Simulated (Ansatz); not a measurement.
A computed series for Al2Cu: pressure series

The reference is Al2Cu (space group I4/mcm, No. 140; a = 6.006 Å, c = 4.790 Å).

Cell and atoms are relaxed at each pressure.

Computed with plane-wave PAW DFT at the r2SCAN level (Ansatz, an electronic-structure program, 500 eV), without spin-orbit coupling.

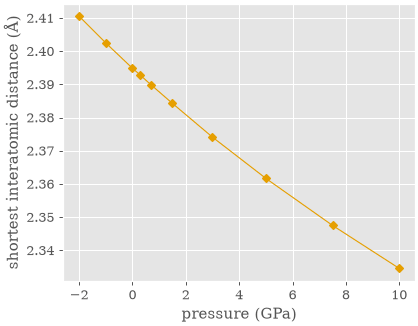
Shortest interatomic distance against pressure

```csv
pressure (GPa),shortest interatomic distance
-2,241.1 pm
-1,240.2 pm
0.3,239.3 pm
0.7,239.0 pm
1.5,238.4 pm
3,237.4 pm
5,236.2 pm
7.5,234.8 pm
10,233.5 pm
```

Load acts through the strain it causes; cell and atoms are relaxed under it. No phonon test of stability was made. No other phases were tried under pressure. The final runs are not spin-polarised.
